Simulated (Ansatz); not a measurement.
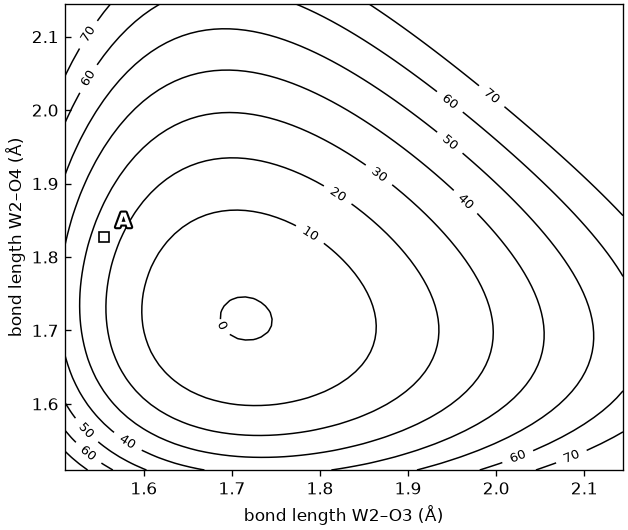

O₃W, SMILES [O]=[W](=[O])=[O]. First axis: bond length W2–O3. Second axis: bond length W2–O4. Nothing is relaxed (all other coordinates rigid). The grid has 15 × 15 points; 120 points were computed and 105 follow by symmetry. Points are written as (first, second). Energies are in kcal/mol, from the lowest grid point. Theory: RKS PBE0-D4/def2-TZVP (Ansatz).

The picture shows contour lines labelled in kcal/mol (none above 70), the point A. Between grid points the surface is interpolated.

> Is A at rest? If not, where is it pushed?

A, at (1.555 Å, 1.827 Å), is not a stationary point. The computed force is 290 kcal/mol for each Å towards larger values of bond length W2–O3 and 88 kcal/mol for each Å towards smaller values of bond length W2–O4.
